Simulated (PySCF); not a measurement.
```csv
atom,x (Å),y (Å),z (Å)
N,3.7900,0.0644,-0.6935
C,2.7308,-0.2768,-0.4237
C,1.4427,-0.7262,-0.0804
C,0.3509,0.0172,-0.2527
F,0.3903,1.2457,-0.7722
O,-0.8813,-0.4034,0.1024
C,-1.9823,0.3411,-0.2383
F,-2.9718,-0.0285,0.5741
F,-2.3735,0.0499,-1.4937
H,1.3515,-1.7142,0.3412
H,-1.8419,1.4336,-0.1646
```

Geometry: GFN2-xTB, NEB image 0 of 0 to 8.

Theory: PBE0/pcSseg-1, SCF density, gas phase, non-relativistic in PySCF.

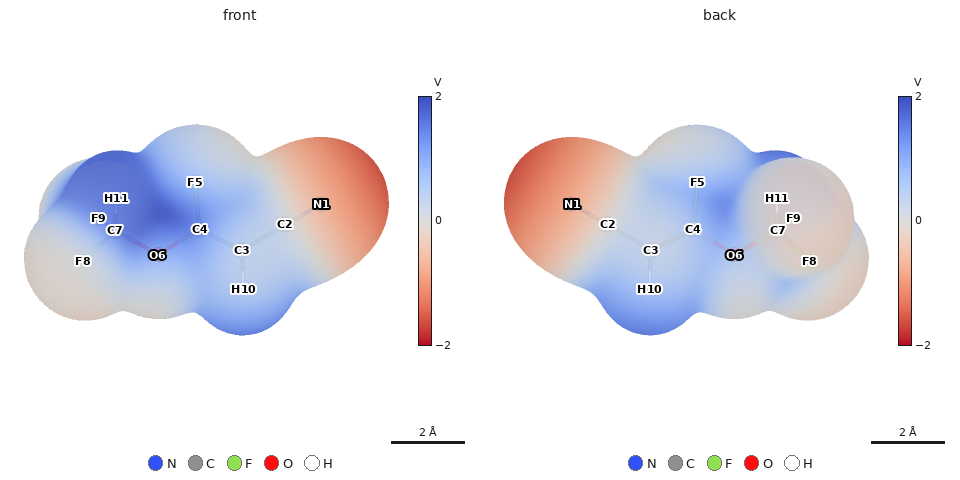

C4H2F3NO (SMILES N#C/C=C(\F)OC(F)F). The electrostatic potential painted on the density surface at 0.001 e/bohr³, seen from the front and from behind; the colour scale runs from red (negative) to blue (positive).

Describe the electrostatic potential map.

Answer. The most negative region (about −1.6 V) lies over N1, the most positive (about +1.8 V) over C4, C7 and H11. N1 is the likeliest acceptor of a hydrogen bond.

How polar is the molecule by this calculation?

Answer. Its dipole moment is 3.20 D.
